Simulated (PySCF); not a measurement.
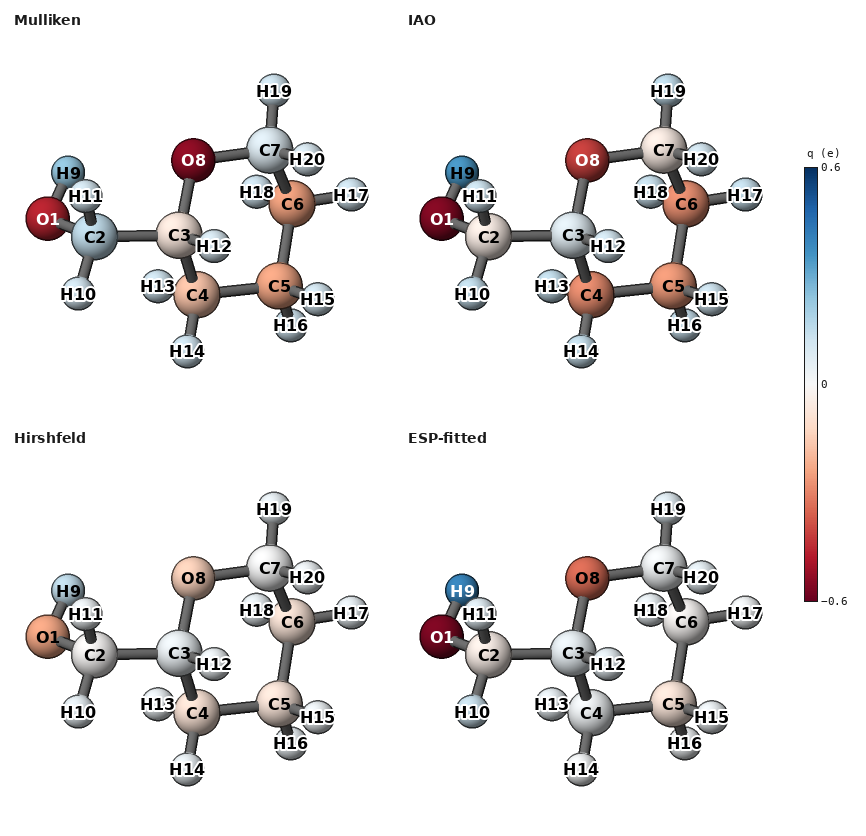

Atomic charges of one calculation by 4 schemes, on one colour scale. The computed structure is the end point of a GFN2-xTB optimisation. No frequency run is at hand to confirm it as a minimum. Computed with PBE0/pcSseg-1 (PySCF 2.14.0).

### On which atom do the schemes disagree most?

On O8 (from −0.53 to −0.14 e).

List the charges (e), one line for each set of equivalent atoms.

```
atom  Mulliken    IAO  Hirshfeld  ESP-fitted
  O1     −0.46  −0.55      −0.23       −0.56
  C2      0.15  −0.05      −0.01       −0.04
  C3     −0.06   0.07       0.04        0.05
  C4     −0.17  −0.28      −0.08        0.02
  C5     −0.23  −0.26      −0.07       −0.07
  C6     −0.24  −0.28      −0.08       −0.01
  C7      0.08  −0.05       0.00        0.02
  O8     −0.53  −0.41      −0.14       −0.34
  H9      0.23   0.35       0.15        0.40
 H10      0.11   0.15       0.05        0.13
 H11      0.11   0.12       0.03        0.07
 H12      0.09   0.11       0.03        0.06
 H13      0.12   0.14       0.03        0.04
 H14      0.12   0.14       0.04        0.01
 H15      0.11   0.12       0.03        0.03
 H16      0.13   0.14       0.04        0.02
 H17      0.12   0.14       0.04        0.02
 H18      0.12   0.14       0.04        0.04
 H19      0.12   0.15       0.05        0.07
 H20      0.09   0.11       0.03        0.06
```
